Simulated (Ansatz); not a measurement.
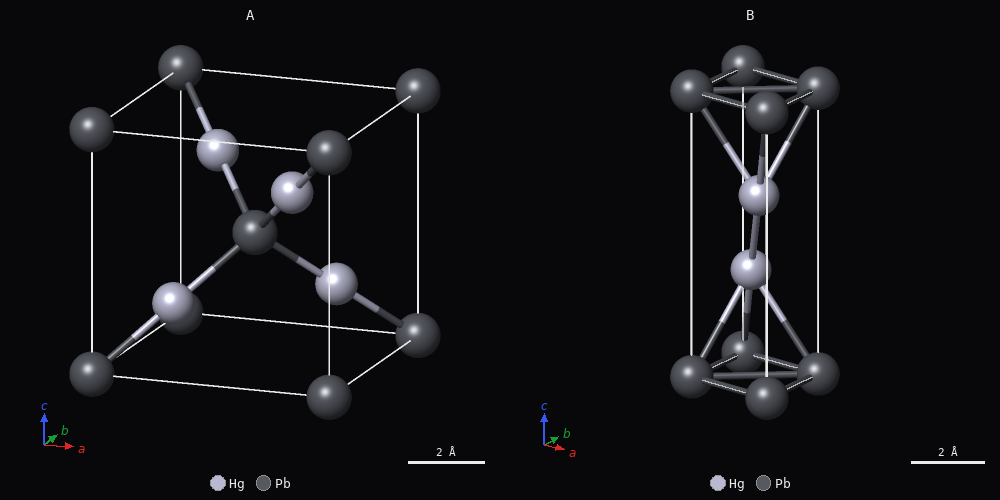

Two structures of Hg$_{2}$Pb, each relaxed to rest (conventional cells in solid outline, small ones repeated, not to one scale). Method: Ansatz, DFT PBE, scalar-relativistic, plane waves, PAW, without spin polarisation.

**State the structure in each panel.**

A: cuprite (Cu₂O) type, Pn-3m. B: 3 atoms a cell on a primitive hexagonal lattice, P-3m1.

**Which is the more stable form at this level of theory?**

B is lower, by 193 meV/atom at this level of theory (energies at zero smearing). Volumes: A 50.0, B 28.5 Å³/atom.

One or both may be structure types tried for this composition rather than known phases.
